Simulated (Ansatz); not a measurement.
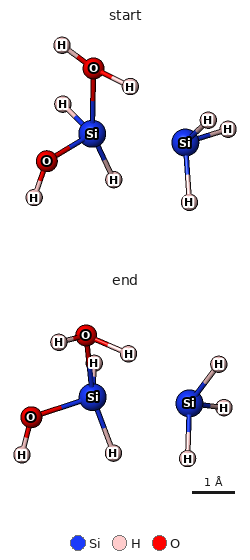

The structure of Si2H8O2 before (top) and after (bottom) a constrained relaxation, at one scale.

A ball-and-stick model, seen at a tilt.

The reaction that was planned forms Si1–O7, Si2–H6 and breaks Si1–Si2, H6–O7 (atoms numbered from 1 in input order).

Level of theory: RKS PBE0-D4/def2-SVP in Ansatz.

The input:
```yaml
crystal:
  periodic: [false, false, false]
  atoms:
    - {symbol: Si, position_ang: [-0.709000, 0.191900, -0.739800]}
    - {symbol: Si, position_ang: [0.540900, -1.053000, 1.184200]}
    - {symbol: H, position_ang: [-1.005900, 0.192400, -2.185800]}
    - {symbol: H, position_ang: [-1.891100, -0.597900, -0.313100]}
    - {symbol: O, position_ang: [-0.922100, 1.705200, -0.145200]}
    - {symbol: H, position_ang: [1.335400, 0.112500, -0.112600]}
    - {symbol: O, position_ang: [1.066000, 0.540900, -1.148100]}
    - {symbol: H, position_ang: [1.853900, -0.921000, 1.863600]}
    - {symbol: H, position_ang: [-0.396000, -0.914800, 2.305500]}
    - {symbol: H, position_ang: [0.494500, -2.470100, 0.802300]}
    - {symbol: H, position_ang: [-1.783300, 1.939100, 0.179200]}
    - {symbol: H, position_ang: [1.416700, 1.274900, -1.690200]}
basis:
  gaussian: {orbitals: def2-SVP}
hamiltonian: {xc: pbe0, dispersion: d4}
relax: {f_tol: 0.04, max_steps: 150, escape_saddle: false, constraints: [{distance: [0, 6]}, {distance: [1, 5]}, {distance: [0, 1]}, {distance: [5, 6]}]}
```

Command:
```bash
ansatz run in.yaml --threads 4 --pin off --events-out ev --progress --plain --max-ram 9574MiB
```

Summarise the run.

Answer. Over 10 accepted moves (12 points after the start) the energy falls by 0.458 eV. Largest force component: 1 eV/Å at the start, 0.023 eV/Å at the end. The line search rejected the trial steps at points 9, 11 of the run. The largest move after the best rigid fit is that of H12, 1.01 Å. Largest moves by element: H 1.01 Å, O 0.53 Å, Si 0.17 Å. Near-neighbour distances that change, for instance: Si1–O5 1.640 → 1.688 Å, Si1–H4 1.484 → 1.524 Å, Si2–H10 1.468 → 1.497 Å, Si2–H8 1.484 → 1.509 Å. Bond angles that change, for instance: H6–O7–H12 133.9° → 111.1°, Si1–O7–H12 127.4° → 109.9°, Si1–O7–H6 87.5° → 76.2°.
